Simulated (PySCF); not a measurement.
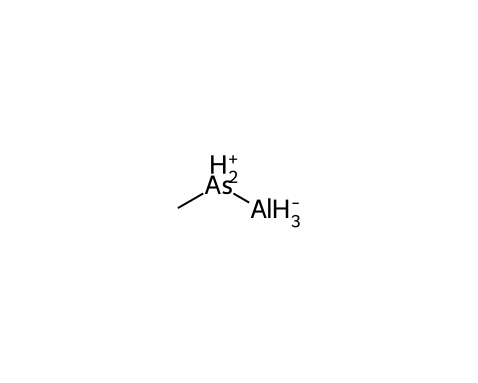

The drawing above gives the connectivity. The computed structure is the end point of a PBE0-D3(BJ)/def2-SVP optimisation. No frequency run is at hand to confirm it as a minimum.

What does the molecule look like in three dimensions?

It has 11 atoms: 1 carbon, 8 hydrogen, 1 aluminium and 1 arsenic (CH8AlAs). As SMILES it reads `C[AsH2+][AlH3-]`. Coordination, clear cases only: 1 C tetrahedral; 1 As tetrahedral.

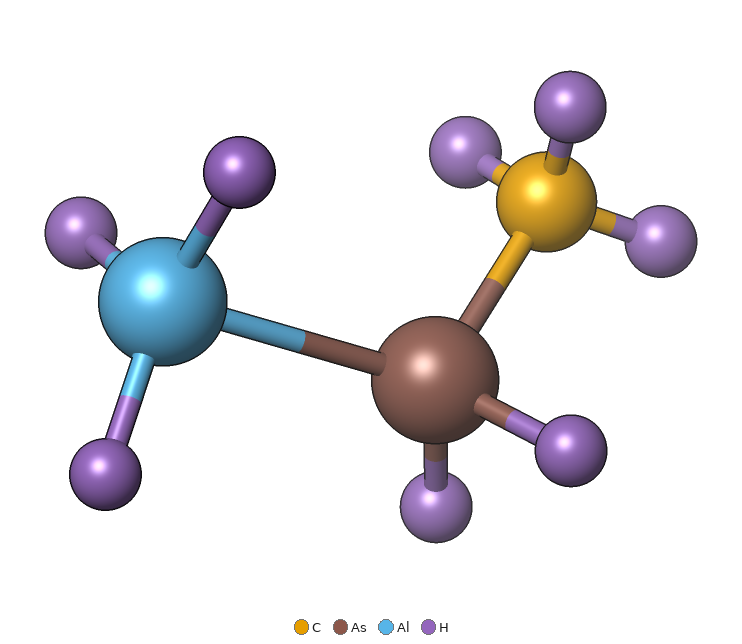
